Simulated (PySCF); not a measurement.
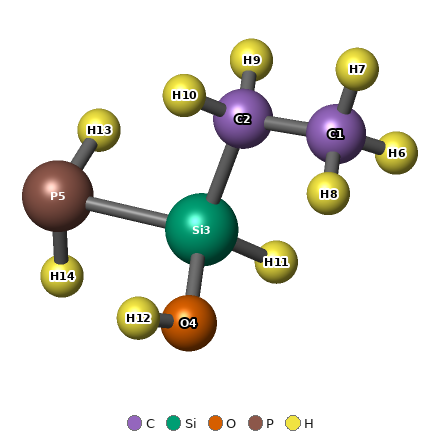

C₂H₉OPSi, SMILES CC[Si@@H](O)P. Vertical core-electron binding energies by ΔSCF (SCAN, pcX-1 on the ionised atom, pcseg-1 elsewhere, spin-free X2C; PySCF, at a PBE0-D3(BJ)/def2-SVP geometry (no frequency check)), gas phase, against the vacuum level. One atom of each kind was ionised; within a panel, areas follow the number of like atoms, Gaussians of 1.0 eV full width. Only the regions named are shown. Lines closer than the width merge in the curve.

Predict the C 1s photoelectron lines.

```csv
level,atoms,binding energy (eV)
C 1s,C1,290.7
C 1s,C2,290.2
```

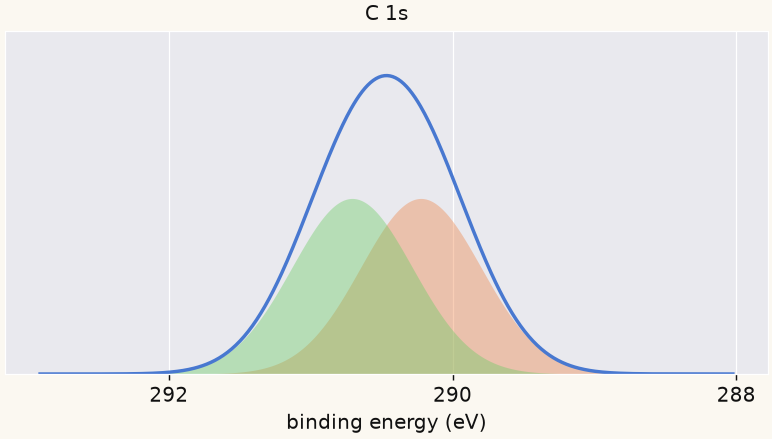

Note: one conformer of a flexible molecule.
